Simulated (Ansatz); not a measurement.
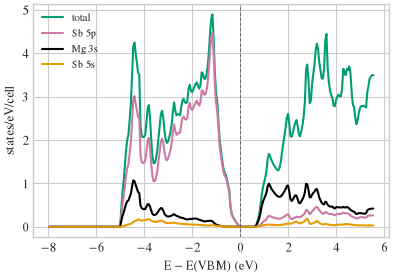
Figure. Total and projected density of states of Mg$_{3}$Sb$_{2}$ (La2O3 or Ni2Al3 type, P-3m1), r²SCAN in the plane-wave PAW code Ansatz

**Question.** Which orbitals carry the states next to the gap?

**Answer.** Top 1 eV of the valence band: Sb 5p 94 %. Bottom 1 eV of the conduction band: Mg 3s 59 %, Sb 5p 14 %, outside the projected shells 24 %. Projections are on Löwdin-orthogonalised atomic valence shells; empty p or d shells of many metals are not among them.

**Question.** Where is the tallest occupied peak in this window, and what makes it?

**Answer.** Near -1.1 eV, about 4.9 states/eV per cell; the largest projected share is Sb 5p.

Symmetry was held in the r²SCAN relaxation. Spin–orbit coupling is left out wherever it is not named.

Potentials: the later of the program's two PAW sets.
